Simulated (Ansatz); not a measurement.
# PBE-QIDH/def2-SVP (core potential) run of CHClInNO (SMILES O=C=[N][InH][Cl])

Aim: the energy change on altering one bond length of CHClInNO at PBE-QIDH/def2-SVP (core potential), from 2 runs. 

The calculation is run with Ansatz 0.2.0.

147 further runs of the same task are left out: 6 that didn't finish, 141 set aside as unsound or not needed. Runs told in other sessions of the task aren't counted.

**1. The molecule**

The species is CHClInNO (6 atoms), meant as a singlet with charge 0. As SMILES, `O=C=[N][InH][Cl]`. The shape is that of a PBE0-D4/def2-TZVP optimisation. This is one conformer, not always the lowest.

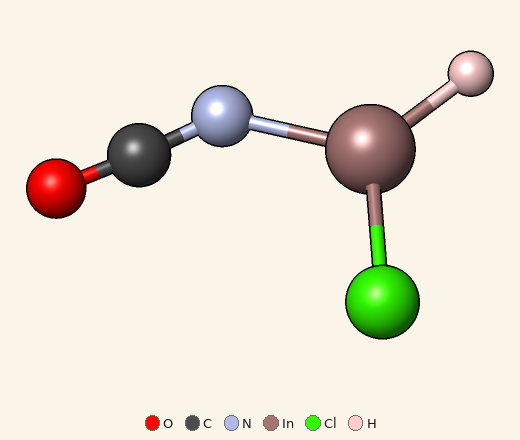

The structure, seen from a chosen angle (oxygen red, carbon dark grey, nitrogen light blue, indium brown, chlorine green, hydrogen pink).

**2. A single-point energy at PBE-QIDH/def2-SVP (core potential)**

File input.yaml:

```yaml
crystal:
  periodic: [false, false, false]
  atoms:
    - {symbol: O, position_ang: [1.628000, -2.320400, 0.058100]}
    - {symbol: C, position_ang: [0.896600, -1.470900, 0.379300]}
    - {symbol: N, position_ang: [0.136700, -0.626900, 0.782100]}
    - {symbol: In, position_ang: [-0.744200, 1.027900, 0.031300]}
    - {symbol: Cl, position_ang: [-0.127000, 1.382000, -2.172000]}
    - {symbol: H, position_ang: [-1.790100, 2.008300, 0.921200]}
basis:
  gaussian: {orbitals: def2-SVP}
correlation: {frozen_orbitals: {C: 1, Cl: 5, H: 0, In: 4, "N": 1, O: 1}}
accuracy: high
hamiltonian: {xc: {name: PBE-QIDH}}
output: {orbitals: {seedname: orbitals}}
```

Launch:

```
$ ansatz run input.yaml --threads 1 --pin off --max-ram 3480MiB --events-out events.jsonl --progress --plain --runs-dir runs
```

What it wrote:

```text
Warning: RAYON_NUM_THREADS=1 ignored (pool sized by the plan → 1); use --threads N
Functional definition: PBE-QIDH
  name "PBE-QIDH"
  parameter a = 3^(-1/3)
  parameter c = 1/3
  exchange = (1 - a)*pbe_x + a*exact_x
  correlation = (1 - c)*pbe_c + c*(mp2_os + mp2_ss)
2019 factors; integrals over basis functions are off by at most 7.1e-9 eV
mean field evaluation 1: about -22249.0814 eV, gradient 4.0e1 eV
mean field evaluation 2: about -22249.1856 eV, gradient 4.0e1 eV
mean field evaluation 4: about -22252.5599 eV, gradient 2.9e0 eV
mean field evaluation 8: about -22252.5901 eV, gradient 1.3e-1 eV
mean field evaluation 16: about -22252.5901 eV, gradient 6.8e-5 eV
mean field -22252.59013544 eV, -817.7676041301 hartree, gradient 7.8e-8 eV, S^2 0.000000; 0 other end points of the search recorded, 0 dependent functions left out
12 core orbitals not correlated: weight in the atoms' cores, before any rotation towards them, 1.000 or more for the frozen orbitals, at most 0.000 for the correlated occupied ones
reference -22252.59013665 eV, -817.7676041745 hartree; 18, 18 occupied and 61, 61 virtual orbitals, 2019 factors
second order -20.89889287 eV of doubles, -0.00000000 eV of singles
Total energy: -22259.55643427 eV, -818.0236108902 hartree
```

Wall time 14 s (1 thread of Arm Neoverse V1, shared host); peak memory 0.33 GiB.

**3. The distorted shape**

File run.yaml:

```yaml
crystal:
  periodic: [false, false, false]
  atoms:
    - {symbol: O, position_ang: [1.941769, -2.614519, -0.208869]}
    - {symbol: C, position_ang: [1.210369, -1.765019, 0.112331]}
    - {symbol: N, position_ang: [0.450469, -0.921019, 0.515131]}
    - {symbol: In, position_ang: [-0.430431, 0.733781, -0.235669]}
    - {symbol: Cl, position_ang: [0.186769, 1.087881, -2.438969]}
    - {symbol: H, position_ang: [-1.790100, 2.008300, 0.921200]}
basis:
  gaussian:
    orbitals: def2-SVP
correlation:
  frozen_orbitals: {C: 1, Cl: 5, H: 0, In: 4, "N": 1, O: 1}
output: {orbitals: {seedname: orbitals}}
hamiltonian:
  xc: {name: PBE-QIDH}
accuracy: high
```

Launch:

```
$ ansatz run run.yaml --threads 1 --pin off --max-ram 3480MiB --events-out events.jsonl --progress --plain --runs-dir runs
```

What it wrote:

```text
Warning: RAYON_NUM_THREADS=1 ignored (pool sized by the plan → 1); use --threads N
[... 6 set-up lines as earlier in the session ...]
2011 factors; integrals over basis functions are off by at most 7.7e-9 eV
mean field evaluation 1: about -22248.0574 eV, gradient 4.0e1 eV
mean field evaluation 2: about -22248.1597 eV, gradient 4.0e1 eV
mean field evaluation 4: about -22251.5281 eV, gradient 2.8e0 eV
mean field evaluation 8: about -22251.5590 eV, gradient 1.4e-1 eV
mean field evaluation 16: about -22251.5591 eV, gradient 7.5e-5 eV
mean field -22251.55906654 eV, -817.7297130470 hartree, gradient 9.6e-9 eV, S^2 0.000000; 0 other end points of the search recorded, 0 dependent functions left out
12 core orbitals not correlated: weight in the atoms' cores, before any rotation towards them, 1.000 or more for the frozen orbitals, at most 0.000 for the correlated occupied ones
reference -22251.55906775 eV, -817.7297130915 hartree; 18, 18 occupied and 61, 61 virtual orbitals, 2011 factors
second order -20.99330850 eV of doubles, -0.00000000 eV of singles
Total energy: -22258.55683725 eV, -817.9868763773 hartree
```

It took 14 s on 1 thread of Arm Neoverse V1, shared host; peak memory 0.33 GiB.

**4. Summary of results**

At PBE-QIDH/def2-SVP (core potential), 12 core orbitals frozen:

```
                                                          quantity          value
                                         first shape: total energy  -818.02361 Eh
                    first shape: HOMO energy (SCF part's orbitals)      -10.67 eV
                    first shape: LUMO energy (SCF part's orbitals)       -0.53 eV
                  first shape: HOMO–LUMO gap (SCF part's orbitals)       10.14 eV
                                     distorted shape: total energy  -817.98688 Eh
                distorted shape: HOMO energy (SCF part's orbitals)      -10.69 eV
                distorted shape: LUMO energy (SCF part's orbitals)       -1.02 eV
              distorted shape: HOMO–LUMO gap (SCF part's orbitals)        9.67 eV
energy change with the In4–H6 bond stretched from 1.687 to 2.194 Å       1.000 eV
```

What this shows: With the In4–H6 bond stretched from 1.687 to 2.194 Å the energy rises by 1.00 eV (23.1 kcal/mol). The first shape isn't relaxed at this level, so the change isn't measured from a minimum.
